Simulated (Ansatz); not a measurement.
# The potential step between two gates: 1T-PbF2 bilayer, AA

Two oppositely charged gates put a neutral stack in a displacement field D. The voltage between them is D/ε₀ times an electrical distance, shorter than the real one because the stack screens.

How it was computed: Ansatz 0.2.0, plane waves with PAW datasets (its set soft_2), PBE-D3(BJ); isolated slab, charged sheets 4 Å from the outer atoms behind model barriers, atoms held. Voltages count from the uncharged case.

```tsv
run	D/ε₀ (V/nm)	step in an electron's potential, upper less lower gate (eV)
run 1	0.000	0.000
run 2	0.543	0.497
run 3	1.086	0.994
run 4	2.171	1.988
run 5	4.343	?
```

**Question.** What value belongs in the row marked “?”, and how far can the other rows tell?

A least-squares line through the 4 rows shown has slope 0.9157 and intercept −0.0002; no row lies more than 0.001 eV off it. The size of the slope, 0.916 nm, is the electrical distance; the sheets are 1.427 nm apart, and screening reaches beyond the outer atoms. At 4.343 it gives 0.9157 × 4.343 + (−0.0002) = 3.977 eV, beyond the rows fitted. Rounding and scatter of the rows alone allow about ±0.003 eV there.

The run itself gives 3.975 eV: a miss of −0.002 eV, or 0.1 % of the value. Screening stays linear to within 1 % over this range.

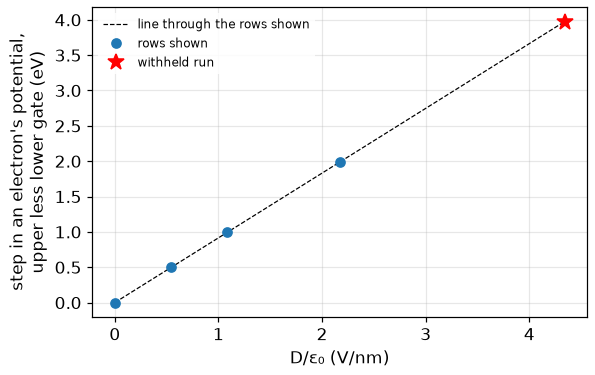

The fit and the withheld run.

**Limits.** The gates are model sheets, not atoms. Spin-orbit coupling is left out, which changes the bands of elements this heavy.

[Logs are printed without paths, hosts, clocks, repeated set-up lines and the standing remarks that a program may print on its own settings, such as how far it seeks lower states.]
